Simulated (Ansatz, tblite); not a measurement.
# WN(NH2)3 (WN4H6): rung by rung

How do method and basis change the picture of WN(NH2)3 (WN4H6) (singlet)?

Program: Ansatz 0.2.0, Gaussian basis. Level of theory: as each input shows. These are calculated values, not measurements.

Plan: GFN1-xTB, GFN2-xTB, PBE-D4/def2-TZVP, r2SCAN-D4/def2-TZVP, LC-ωPBE/def2-TZVP, B97M-V/def2-TZVP, B2PLYP/def2-TZVP, PBE-D4/def2-SVP, PBE0-D4/def2-SVP, CCSD(T)/def2-SVP, MP2/def2-TZVP.

2 further runs of the same task are left out: 2 set aside as unsound or not needed.

## 1. The relaxed structure

The geometry is that of the singlet, from an earlier relaxation (r2SCAN-D4/def2-SVP).

11 atoms, charge 0, spin multiplicity 1.

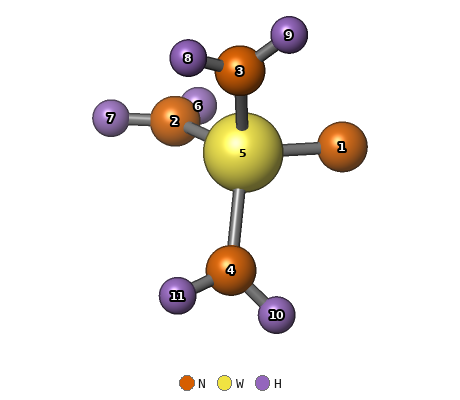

The structure; nitrogen orange, tungsten yellow, hydrogen purple; atoms are numbered from 1 in the order of the file.

Coordinates:

```xyz
11
charge 0, multiplicity 1
N     0.0186    0.0068    1.9851
N     1.9071   -0.0256   -0.1769
N    -0.9342    1.6650   -0.1562
N    -0.9775   -1.6410   -0.1444
W     0.0029    0.0011    0.3108
H     2.6828   -0.0332    0.4800
H     2.2615   -0.0339   -1.1321
H    -1.1205    1.9788   -1.1074
H    -1.3040    2.3386    0.5091
H    -1.3649   -2.2999    0.5256
H    -1.1719   -1.9567   -1.0935
```

W takes a core potential in the def2 sets. No spin-orbit coupling is included.

PBE0-D4/def2-TZVP was run before; its log isn't repeated, and its numbers join the tables.

## 2. GFN1-xTB

Tight binding, by tblite at 300 K electronic temperature and without a spin-polarisation term:

```python
tblite.interface.Calculator('GFN1-xTB', numbers, positions, charge=0, uhf=0).singlepoint()
```

Energy -498.5763 eV, HOMO -10.21 eV, LUMO -6.14 eV; 0.004 s.

## 3. GFN2-xTB

Tight binding, by tblite at 300 K electronic temperature and without a spin-polarisation term:

```python
tblite.interface.Calculator('GFN2-xTB', numbers, positions, charge=0, uhf=0).singlepoint()
```

Energy -465.5863 eV, HOMO -8.39 eV, LUMO -6.31 eV; 0.004 s.

## 4. PBE-D4/def2-TZVP

start.molden holds the orbitals of an earlier run on this state, given as this run's starting guess.

in.yaml

```yaml
crystal:
  periodic: [false, false, false]
  atoms:
    - {symbol: N, position_ang: [0.018629, 0.006834, 1.985113]}
    - {symbol: N, position_ang: [1.907147, -0.025624, -0.176924]}
    - {symbol: N, position_ang: [-0.934183, 1.664967, -0.156202]}
    - {symbol: N, position_ang: [-0.977480, -1.640989, -0.144443]}
    - {symbol: W, position_ang: [0.002907, 0.001066, 0.310790]}
    - {symbol: H, position_ang: [2.682769, -0.033211, 0.479992]}
    - {symbol: H, position_ang: [2.261531, -0.033938, -1.132138]}
    - {symbol: H, position_ang: [-1.120549, 1.978829, -1.107442]}
    - {symbol: H, position_ang: [-1.303957, 2.338620, 0.509117]}
    - {symbol: H, position_ang: [-1.364943, -2.299856, 0.525597]}
    - {symbol: H, position_ang: [-1.171880, -1.956696, -1.093460]}
basis:
  gaussian: {orbitals: def2-TZVP, initial_orbitals: start.molden}
hamiltonian: {xc: pbe, dispersion: d4}
scf: {omitted_lower_state_checks: [starts]}
output: {forces: true, orbitals: {seedname: orbitals}}
```

Command:

```bash
ansatz run in.yaml --threads 2 --pin off --events-out ev --progress --plain --max-ram 4352MiB
```

The runs that follow: r2SCAN-D4/def2-TZVP; LC-ωPBE/def2-TZVP; B97M-V/def2-TZVP; B2PLYP/def2-TZVP; PBE-D4/def2-SVP; PBE0-D4/def2-SVP; CCSD(T)/def2-SVP; MP2/def2-TZVP.

**Question.** What will the summary of the whole plan be? Wanted: gap in def2-TZVP, named functionals, smallest and largest; correlation energy, CCSD(T)/def2-SVP; correlation energy, MP2/def2-TZVP; binding an atom, B97M-V/def2-TZVP; PBE0 total energy, smallest basis above largest.

**Answer**, as computed:

| quantity | value |
| --- | --- |
| gap in def2-TZVP, named functionals, smallest and largest | 4.63 eV (PBE-D4), 11.55 eV (LC-ωPBE) |
| correlation energy, CCSD(T)/def2-SVP | -30.14 eV |
| correlation energy, MP2/def2-TZVP | -35.63 eV |
| binding an atom, B97M-V/def2-TZVP | 3.91 eV |
| PBE0 total energy, smallest basis above largest | 7.55 eV (def2-SVP, def2-TZVP) |

What this shows: Orbital gaps of the named functionals in def2-TZVP span 4.63 eV (PBE-D4) to 11.55 eV (LC-ωPBE); exact exchange widens it. Notes on CCSD(T)/def2-SVP and its Hartree-Fock reference, which MP2 shares: restricted state is unstable towards broken spin symmetry.
